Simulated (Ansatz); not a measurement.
## Molecular dynamics, with input and output: C2H7FGeO (part 6 of 6)

Continued. System: C2H7FGeO. Method: RKS B3LYP/def2-SVP (Ansatz 0.2.0). It belongs to a series of runs on one base structure; here: dynamics from the start.

Geometry of the input (Å):
```
Ge 0.0337  -0.1255  -0.1118
F  0.0782  -0.2784  1.6408
C  1.8530  0.0828  -0.7531
H  2.4564  -0.7974  -0.4862
H  1.8575  0.2017  -1.8471
H  2.3006  0.9777  -0.2969
O  -0.7945  1.4149  -0.4477
H  -1.6793  1.4664  -0.0626
C  -0.9793  -1.6704  -0.7398
H  -1.9744  -1.6916  -0.2693
H  -1.1028  -1.6284  -1.8331
H  -0.4496  -2.5990  -0.4764
```

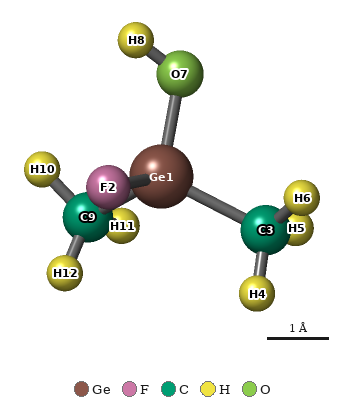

*The geometry at step 270 of the log (ball-and-stick view, seen at a tilt; atoms are numbered from 1 in the order of the input).*

### Trajectory as extended XYZ, continued
```
12
Properties=species:S:1:pos:R:3:forces:R:3 step=241 time_fs=241.0 energy=-63461.47390 temperature=74.3
Ge    0.0438   -0.1213   -0.1105   -0.4756   0.3549  -0.3816
F     0.0766   -0.2903    1.6326    0.0658   0.0100   0.2226
C     1.8677    0.0650   -0.7649   -0.2477   0.1811  -0.1174
H     2.4392   -0.7856   -0.3609    0.1698   0.1851  -0.0368
H     1.8765    0.0243   -1.8723    0.0189  -0.0047   0.2716
H     2.2788    1.0391   -0.4354    0.0297  -0.3420  -0.0286
O    -0.8379    1.4261   -0.4303   -0.1751  -0.5203   0.3088
H    -1.7400    1.4097   -0.0494    0.5680   0.0176  -0.2283
C    -0.9883   -1.6704   -0.7479    0.3044   0.3969   0.2430
H    -2.0329   -1.5111   -0.4303    0.0329  -0.1402  -0.2661
H    -0.8838   -1.7064   -1.8501   -0.2291  -0.2322   0.2962
H    -0.6056   -2.5836   -0.2554   -0.0620   0.0939  -0.2835
12
Properties=species:S:1:pos:R:3:forces:R:3 step=246 time_fs=246.0 energy=-63461.41677 temperature=30.8
Ge    0.0484   -0.1211   -0.1106   -0.9763   0.3207  -0.2613
F     0.0761   -0.2942    1.6375    0.0891   0.0644   0.0935
C     1.8575    0.0661   -0.7661   -0.1855  -0.1852   0.2736
H     2.4435   -0.7687   -0.3610    0.1474  -0.0316  -0.0212
H     1.8709    0.0282   -1.8568    0.0382   0.0259  -0.2696
H     2.2716    1.0110   -0.4142    0.1848   0.2623   0.0379
O    -0.8460    1.4329   -0.4385    0.6137  -0.7336   0.1062
H    -1.7139    1.4261   -0.0161   -0.0866   0.0194   0.0452
C    -1.0001   -1.6865   -0.7461    0.7252   1.4621   0.3036
H    -2.0380   -1.4581   -0.4804   -0.1546  -0.4264   0.0274
H    -0.8659   -1.6667   -1.8303   -0.1309  -0.4300  -0.2408
H    -0.5711   -2.5630   -0.2554   -0.2645  -0.3480  -0.0946
12
Properties=species:S:1:pos:R:3:forces:R:3 step=251 time_fs=251.0 energy=-63461.46624 temperature=69.2
Ge    0.0499   -0.1197   -0.1116   -1.1698   0.1913   0.0255
F     0.0766   -0.2972    1.6435    0.0824   0.1069  -0.1153
C     1.8456    0.0657   -0.7636    0.6856   0.1812  -0.0112
H     2.4759   -0.7522   -0.3695   -0.1591   0.0091  -0.1114
H     1.8731    0.0390   -1.8706   -0.0084   0.0630   0.2648
H     2.2921    1.0113   -0.3955   -0.1968  -0.1518  -0.2135
O    -0.8461    1.4291   -0.4445    0.7316  -0.7032   0.0600
H    -1.6907    1.4458    0.0173   -0.2025   0.0104   0.1031
C    -0.9985   -1.6769   -0.7396    0.4087   0.5836  -0.3052
H    -2.0670   -1.4992   -0.5282    0.1604  -0.2684   0.1580
H    -0.8808   -1.7206   -1.8397   -0.0286  -0.1383   0.1799
H    -0.6000   -2.6013   -0.2848   -0.3034   0.1161  -0.0348
12
Properties=species:S:1:pos:R:3:forces:R:3 step=256 time_fs=256.0 energy=-63461.45362 temperature=60.8
Ge    0.0477   -0.1178   -0.1124   -0.8844  -0.0299   0.2906
F     0.0782   -0.2990    1.6482    0.0501   0.1253  -0.2819
C     1.8444    0.0676   -0.7605    0.3293   0.0093  -0.0265
H     2.4836   -0.7438   -0.3968   -0.0078  -0.2257   0.0773
H     1.8730    0.0624   -1.8535   -0.0734  -0.0053  -0.2464
H     2.2828    1.0041   -0.4119    0.0209   0.3166   0.1005
O    -0.8378    1.4149   -0.4485   -0.2223  -0.3268   0.4820
H    -1.6771    1.4680    0.0568    0.5871  -0.0582  -0.3704
C    -0.9893   -1.6558   -0.7381   -0.2270  -0.6127  -0.4207
H    -2.0705   -1.5948   -0.5407    0.0069   0.3656   0.1580
H    -0.9005   -1.8039   -1.8277    0.1112   0.2914  -0.0555
H    -0.6851   -2.6254   -0.3142    0.3094   0.1505   0.2930
12
Properties=species:S:1:pos:R:3:forces:R:3 step=261 time_fs=261.0 energy=-63461.43872 temperature=50.4
Ge    0.0426   -0.1160   -0.1124   -0.2886  -0.3897   0.3345
F     0.0804   -0.2991    1.6494    0.0064   0.1214  -0.3108
C     1.8513    0.0708   -0.7586    0.2819   0.2251  -0.2713
H     2.4806   -0.7700   -0.4136   -0.0898   0.2064  -0.0027
H     1.8571    0.0852   -1.8655   -0.0389  -0.0612   0.1868
H     2.2674    1.0386   -0.4168   -0.0308  -0.2969   0.0310
O    -0.8268    1.3955   -0.4489    0.8115   0.0517  -0.4034
H    -1.6212    1.4836    0.0647   -0.7731   0.0941   0.4462
C    -0.9841   -1.6456   -0.7439   -0.5163  -1.0189  -0.0519
H    -2.0654   -1.6125   -0.5196    0.0621   0.5426  -0.0230
H    -0.8971   -1.8278   -1.8259    0.0938   0.3138  -0.1102
H    -0.7071   -2.6106   -0.2836    0.4819   0.2116   0.1747
12
Properties=species:S:1:pos:R:3:forces:R:3 step=266 time_fs=266.0 energy=-63461.48730 temperature=88.3
Ge    0.0365   -0.1155   -0.1113    0.3582  -0.8573   0.1583
F     0.0827   -0.2978    1.6469   -0.0276   0.0875  -0.1787
C     1.8618    0.0776   -0.7611   -0.5610   0.0134  -0.0792
H     2.4681   -0.7677   -0.4250    0.2032  -0.0519   0.0908
H     1.8336    0.0953   -1.8574    0.0719  -0.0220  -0.1415
H     2.2554    1.0331   -0.4073    0.2334   0.1101   0.1314
O    -0.8119    1.3780   -0.4502   -0.9357   0.8948   0.3833
H    -1.6176    1.5054    0.0961    0.6040  -0.0963  -0.4541
C    -0.9874   -1.6534   -0.7512    0.1326  -0.0975   0.1931
H    -2.0504   -1.5150   -0.5006    0.0033   0.0027  -0.0880
H    -0.8738   -1.7835   -1.8426   -0.0360  -0.0129   0.1888
H    -0.6285   -2.5513   -0.2165   -0.0465   0.0295  -0.2044
12
Properties=species:S:1:pos:R:3:forces:R:3 step=270 time_fs=270.0 energy=-63461.41825 temperature=36.4
Ge    0.0323   -0.1170   -0.1100    0.7278  -0.9334  -0.0480
F     0.0843   -0.2959    1.6431   -0.0471   0.0603  -0.0342
C     1.8641    0.0840   -0.7647   -0.2928  -0.1768   0.3123
H     2.4837   -0.7653   -0.4228   -0.0727   0.1774  -0.0929
H     1.8256    0.0993   -1.8605    0.1452   0.0458  -0.1241
H     2.2758    1.0295   -0.3837    0.0687  -0.0244  -0.0693
O    -0.8056    1.3722   -0.4497    0.2672   0.8539  -0.5635
H    -1.5754    1.5177    0.0864   -0.7698   0.1755   0.4730
C    -0.9891   -1.6622   -0.7545    0.2628   1.0191   0.6554
H    -2.0369   -1.4289   -0.4991    0.0674  -0.4680  -0.0547
H    -0.8584   -1.7448   -1.8317   -0.0195  -0.2701  -0.3090
H    -0.5645   -2.4971   -0.1901   -0.3371  -0.4593  -0.1450
12
Properties=species:S:1:pos:R:3:forces:R:3 step=275 time_fs=275.0 energy=-63461.42845 temperature=44.3
Ge    0.0292   -0.1216   -0.1086    0.8675  -0.5694  -0.1948
F     0.0859   -0.2928    1.6381   -0.0483   0.0315   0.1414
C     1.8617    0.0903   -0.7654   -0.1713   0.0914  -0.0365
H     2.4954   -0.7402   -0.4346    0.0068  -0.2123  -0.0052
H     1.8451    0.1140   -1.8721    0.0790   0.0654   0.2239
H     2.3100    1.0170   -0.3713   -0.1447   0.0168  -0.1291
O    -0.8004    1.3778   -0.4523   -0.8727   0.9805   0.2587
H    -1.5846    1.5485    0.1056    0.4408  -0.1124  -0.3439
C    -0.9845   -1.6574   -0.7498    0.7102   0.4983  -0.0638
H    -2.0223   -1.4151   -0.5053   -0.2692  -0.4597   0.0298
H    -0.8477   -1.7482   -1.8466   -0.1133  -0.1623   0.3651
H    -0.5603   -2.5113   -0.1948   -0.4849  -0.1677  -0.2456
12
Properties=species:S:1:pos:R:3:forces:R:3 step=280 time_fs=280.0 energy=-63461.49365 temperature=94.8
Ge    0.0289   -0.1280   -0.1077    0.6776   0.2116  -0.2147
F     0.0868   -0.2893    1.6348   -0.0333   0.0245   0.2269
C     1.8563    0.0966   -0.7649    0.1525  -0.2959   0.2274
H     2.4986   -0.7466   -0.4520   -0.1747   0.0274  -0.0060
H     1.8812    0.1430   -1.8573   -0.1138   0.0027  -0.2557
H     2.3172    1.0142   -0.3813   -0.1159   0.1636   0.1183
O    -0.8028    1.3962   -0.4545   -0.0167   0.2644  -0.0437
H    -1.5710    1.5721    0.1005   -0.1087  -0.0246   0.0561
C    -0.9699   -1.6427   -0.7433   -0.6322  -0.4943   0.2960
H    -2.0453   -1.5040   -0.5114    0.2327   0.0141  -0.1183
H    -0.8577   -1.7890   -1.8180    0.0190   0.0815  -0.3575
H    -0.6548   -2.5724   -0.2468    0.1136   0.0251   0.0712
12
Properties=species:S:1:pos:R:3:forces:R:3 step=285 time_fs=285.0 energy=-63461.41615 temperature=36.7
Ge    0.0308   -0.1338   -0.1076    0.2973   0.8720  -0.2113
F     0.0873   -0.2855    1.6343   -0.0121   0.0259   0.2417
C     1.8531    0.0992   -0.7623    0.0635   0.1957  -0.3890
H     2.4727   -0.7574   -0.4668    0.0792  -0.0266   0.1040
H     1.8920    0.1720   -1.8703   -0.1926  -0.0755   0.2993
H     2.2933    1.0354   -0.3708   -0.1347  -0.2274   0.0881
O    -0.8063    1.4191   -0.4568    0.4532  -0.3749  -0.0668
H    -1.5709    1.5871    0.0996   -0.2653  -0.0144   0.1801
C    -0.9648   -1.6387   -0.7347   -0.6924  -1.5478  -0.7300
H    -2.0419   -1.5878   -0.5379   -0.2297   0.5454   0.0309
H    -0.8661   -1.8077   -1.8296    0.0798   0.3400   0.2585
H    -0.7268   -2.6224   -0.2884    0.5537   0.2877   0.1943
12
Properties=species:S:1:pos:R:3:forces:R:3 step=290 time_fs=290.0 energy=-63461.47092 temperature=79.5
Ge    0.0337   -0.1369   -0.1082   -0.2157   0.9100  -0.2404
F     0.0877   -0.2813    1.6368    0.0065   0.0281   0.1878
C     1.8508    0.1030   -0.7643   -0.2645  -0.3539   0.3158
H     2.4571   -0.7661   -0.4626    0.0754   0.1348  -0.0053
H     1.8621    0.1874   -1.8505   -0.0302   0.0111  -0.3611
H     2.2471    1.0255   -0.3339    0.1775   0.1265   0.1234
O    -0.8059    1.4374   -0.4582   -0.2187  -0.5497   0.5895
H    -1.5915    1.5887    0.1111    0.5790  -0.1840  -0.4228
C    -0.9744   -1.6613   -0.7367   -0.7292  -0.3741  -0.1031
H    -2.0638   -1.5602   -0.5606    0.2407   0.1954   0.0910
H    -0.8549   -1.7594   -1.8183    0.1209   0.0123  -0.3290
H    -0.6814   -2.6183   -0.2850    0.2583   0.0433   0.1542
12
Properties=species:S:1:pos:R:3:forces:R:3 step=295 time_fs=295.0 energy=-63461.43263 temperature=51.6
Ge    0.0359   -0.1371   -0.1095   -0.6228   0.6180  -0.2153
F     0.0881   -0.2767    1.6416    0.0057   0.0331   0.0668
C     1.8440    0.1027   -0.7629   -0.1061   0.2032  -0.0161
H     2.4623   -0.7525   -0.4585    0.0898  -0.0226  -0.1027
H     1.8251    0.2026   -1.8694    0.1500   0.0228   0.4068
H     2.2299    1.0228   -0.2817    0.0202  -0.1973  -0.2976
O    -0.8027    1.4464   -0.4551    1.1224  -0.9310  -0.3022
H    -1.5712    1.5679    0.0909   -0.7474   0.1088   0.5013
C    -0.9952   -1.6923   -0.7437    0.7921   0.7651  -0.3938
H    -2.0547   -1.4891   -0.5600   -0.1530  -0.3548   0.1715
H    -0.8222   -1.7060   -1.8422   -0.1327  -0.3053   0.3503
H    -0.5830   -2.5929   -0.2532   -0.4181   0.0600  -0.1691
12
Properties=species:S:1:pos:R:3:forces:R:3 step=300 time_fs=300.0 energy=-63461.41303 temperature=37.0
Ge    0.0361   -0.1352   -0.1115   -0.7573   0.2051  -0.0180
F     0.0886   -0.2717    1.6473   -0.0143   0.0160  -0.1181
C     1.8350    0.1035   -0.7596    0.1032  -0.2917   0.4161
H     2.4838   -0.7393   -0.4776   -0.0655  -0.0584  -0.1006
H     1.8187    0.2257   -1.8399    0.1039   0.0748  -0.4111
H     2.2275    1.0005   -0.2800    0.1535   0.3387  -0.0018
O    -0.7910    1.4433   -0.4510   -0.3760  -0.5301   0.6089
H    -1.5992    1.5499    0.0994    0.6342  -0.0795  -0.4634
C    -1.0043   -1.7082   -0.7555    0.6137   1.4948   0.5382
H    -2.0603   -1.4946   -0.5256    0.0857  -0.4599  -0.0473
H    -0.8147   -1.7192   -1.8269   -0.1742  -0.3259  -0.4120
H    -0.5647   -2.5686   -0.2475   -0.3070  -0.3839   0.0091
```
